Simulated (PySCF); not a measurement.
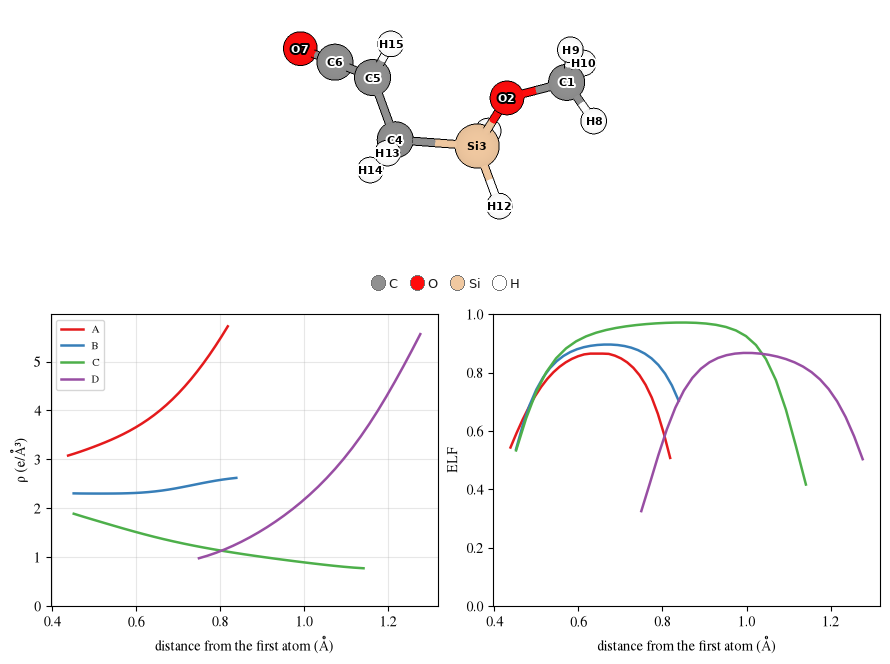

Figure 1: C$_{4}$H$_{8}$O$_{2}$Si (SMILES CO[SiH2]CC=C=O). Electron density and ELF along straight lines between neighbouring atoms. The curves leave out the atomic cores. The structure is drawn too.

Geometry: GFN2-xTB.

Level of theory: wB97X-D/def2-SVPD, SCF density, gas phase (PySCF).

```csv
atom,x (Å),y (Å),z (Å)
C,-2.3366,-1.2722,-0.0961
O,-1.2656,-0.4368,0.2247
Si,-0.3277,0.4313,-0.7724
C,0.8914,1.2562,0.4327
C,1.6452,0.2386,1.2478
C,2.9107,0.0140,1.1349
O,4.0604,-0.1753,1.0393
H,-3.1097,-0.7239,-0.6391
H,-2.7548,-1.6582,0.8342
H,-2.0040,-2.1079,-0.7157
H,0.3679,-0.4258,-1.7371
H,-1.1071,1.4392,-1.5013
H,0.3637,1.9274,1.1116
H,1.5937,1.8617,-0.1364
H,1.0682,-0.3604,1.9322
```

**Which curve belongs to which contact (C–C, C–O, C–Si and Si–O)? The first atom named is at distance zero.**

Curve A: C–O (1.17 Å): the density is about 3.6 e/Å³ at the midpoint; the ELF peaks at about 0.85 between the atoms; a multiple bond. Curve B: C–C (1.29 Å): the density is about 2.3 e/Å³ at the midpoint; the ELF peaks at about 0.90 between the atoms; a short, multiple covalent bond. Curve C: C–Si (1.90 Å): ρ is about 0.95 e/Å³ halfway; the ELF peaks at about 1 between the atoms, as expected for a shared electron pair. Curve D: Si–O (1.62 Å): ρ at the midpoint is about 1.2 e/Å³; the ELF peaks at about 0.85 between the atoms, as expected for a polar covalent bond.
